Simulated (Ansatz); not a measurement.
Input

```
crystal:
  periodic: [false, false, false]
  atoms:
    - { symbol: Si, position_ang: [0.249716, 0.043239, -0.092402] }
    - { symbol: H, position_ang: [0.097871, -0.091879, 1.363405] }
    - { symbol: H, position_ang: [1.697978, -0.038661, -0.420607] }
    - { symbol: H, position_ang: [-0.278761, 1.353709, -0.531152] }
    - { symbol: H, position_ang: [-0.458826, -1.072189, -0.762229] }
    - { symbol: S, position_ang: [-2.91871, 0.15542, 1.045407] }
    - { symbol: H, position_ang: [-3.026693, -1.1361, 0.681862] }
    - { symbol: H, position_ang: [-1.736874, -0.08634, 1.706717] }
basis:
  gaussian: { orbitals: def2-TZVP }
hamiltonian:
  xc: r2scan
relax:
  f_tol: 0.03
  max_steps: 50
output:
  orbitals: {}
```

Command:

```sh
ansatz run input.yaml --threads 4 --pin off --max-ram 5120MiB --backend cpu --events-out ev --progress --plain --runs-dir out
```

The fields are those of the run's last geometry, not of the input's.

Level of theory: RKS r2SCAN/def2-TZVP in Ansatz 0.2.0.

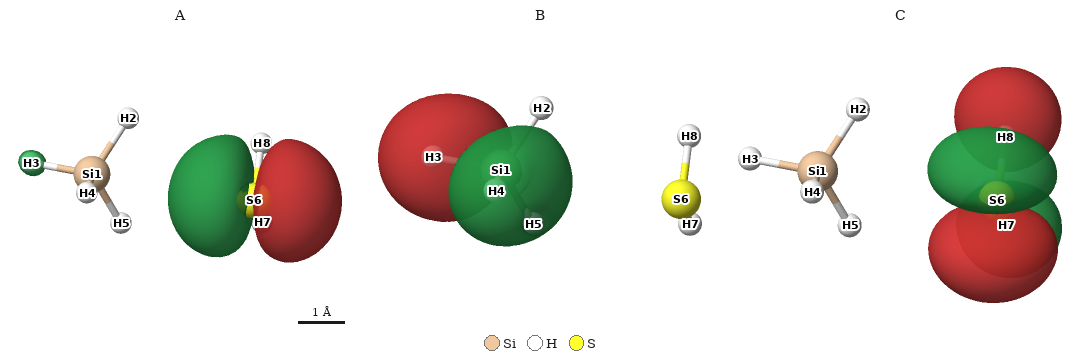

SiH$_{4}$···H$_{2}$S. Three frontier orbitals at ±0.1 Å⁻³ᐟ² (green and red are the two phases), in no order.

Which picture is the HOMO−1, the HOMO and the LUMO?

B is the HOMO−1 (−8.70 eV). Its weight (Hirshfeld) is mainly on Si1 (about 45 %), H3 (about 35 %) and H4 (about 20 %). A is the HOMO (−6.59 eV). By Hirshfeld shares it lies mainly on S6 (about 90 %); largely a lone pair of S6. C is the LUMO (−0.24 eV). Its weight (Hirshfeld) is mainly on S6 (about 60 %), H8 (about 20 %) and H7 (about 15 %).

What is the HOMO–LUMO gap?

6.35 eV between the orbital energies.
